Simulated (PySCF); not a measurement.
## Electronic structure of C4H9FN (SMILES C[N]CCCF) (doublet) in real space

Input

```
{"job": {"kind": "epr", "basis": "pcH-1"}, "charge": 0, "multiplicity": 2}
C     -2.196839     0.631673     0.125418
N     -0.973395     0.248214     0.694747
C     -0.276504    -0.814169     0.095751
C      1.228164    -0.686704     0.346481
C      1.765646     0.556727    -0.345928
F      3.120088     0.671016    -0.144852
H     -2.393741     0.214532    -0.873410
H     -3.013400     0.331981     0.797176
H     -2.234657     1.725411     0.086267
H     -0.613332    -1.756127     0.564650
H     -0.484032    -0.915105    -0.986402
H      1.407940    -0.601043     1.418001
H      1.746936    -1.569471    -0.030696
H      1.299098     1.457432     0.064149
H      1.613616     0.513623    -1.430402
```

Command:

```sh
OMP_NUM_THREADS=1 python probes_run.py task.json out
```

Geometry: GFN2-xTB.

Theory: UKS B3LYP, pcH-1 on C F H N, non-relativistic, mean-field spin-orbit, GIAO (PySCF).

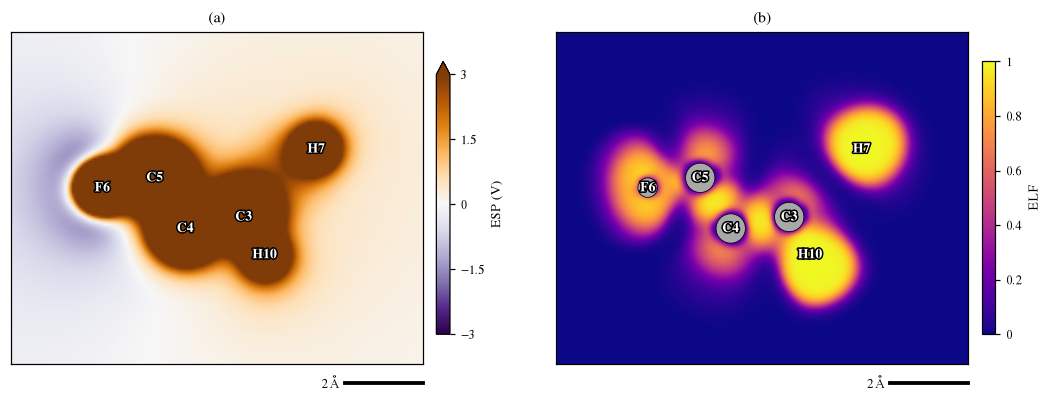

Figure 1. (a) molecular electrostatic potential; (b) electron localisation function on the plane of atoms C4, C3 and H10. Grey discs cover the atomic cores in the ELF map.

Read the bonding off the picture.

Answer.
- The section cuts through C, F and H sites.
- C–F (1.37 Å): the ELF peaks at about 0.85 between the atoms (a polar covalent bond).
- C–C (1.52 Å): the ELF peaks at about 0.95 between the atoms; a covalent bond.
- C–H (1.10 Å): the ELF climbs to about 1 towards the hydrogen, as it does in any bond to H; a covalent bond by its length.
- The ELF also peaks beside F6, away from the bonds: non-bonding electrons, paired or unpaired.
- Outside the dense part of the molecule the potential is most negative (−1.4 V) near F6.

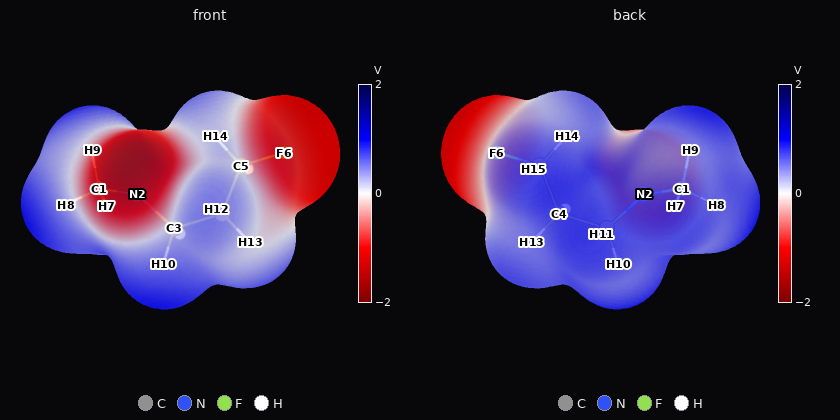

Figure 2. The molecular electrostatic potential painted on the density surface at 0.002 e/bohr³, seen from the front and from behind; the colour scale runs from red (negative) to blue (positive).

Which sites attract a positive test charge, and which a negative one?

Answer. A positive charge is drawn to the negative regions and a negative charge to the positive ones. The most negative region (about −1.6 V) lies over N2, the most positive (about +0.9 V) over H8 and H10. N2 is the likeliest acceptor of a hydrogen bond.

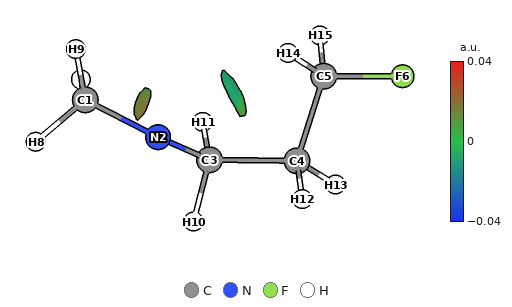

Figure 3. Non-covalent interaction (NCI) plot: the surface where the reduced density gradient is 0.6, for densities under 0.05 a.u., coloured by sign(λ₂)ρ; seen at a tilt.

Identify the weak interactions.

Answer. Near H11, H7 and C3: mostly steric crowding (olive to red); near H14, N2 and C5: mostly steric crowding (olive to red).
